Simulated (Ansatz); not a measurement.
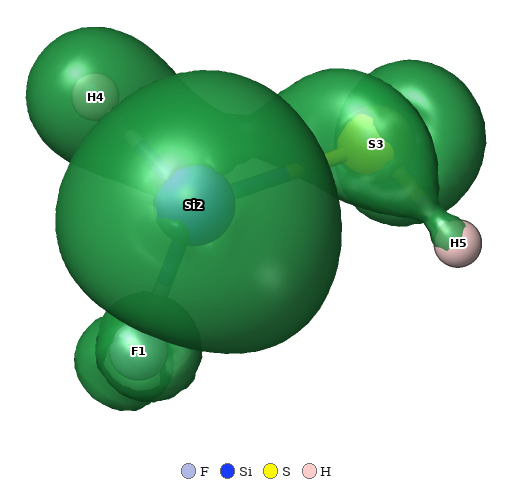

Figure. FH$_{2}$SSi (doublet). Isosurface of the spin density (α minus β) at +0.015 e/Å³ (green), seen across its widest extent.

Theory: UKS LDA/6-31G* in Ansatz 0.2.0.

```xyz
5

F    -1.4681    0.1764    0.7107
Si   -0.6792   -0.3067   -0.6133
S     1.1272    0.7720   -0.9608
H    -0.1659   -1.7100   -0.3858
H     0.5580    1.9901   -1.1920
```

Question: Which atoms carry the spin?

Answer: The unpaired spin (1 electron) lies mostly on Si2 (about 0.7), S3 (about 0.2), F1 (about 0.1) and H4 (about 0.1), in electrons by Hirshfeld's partition.
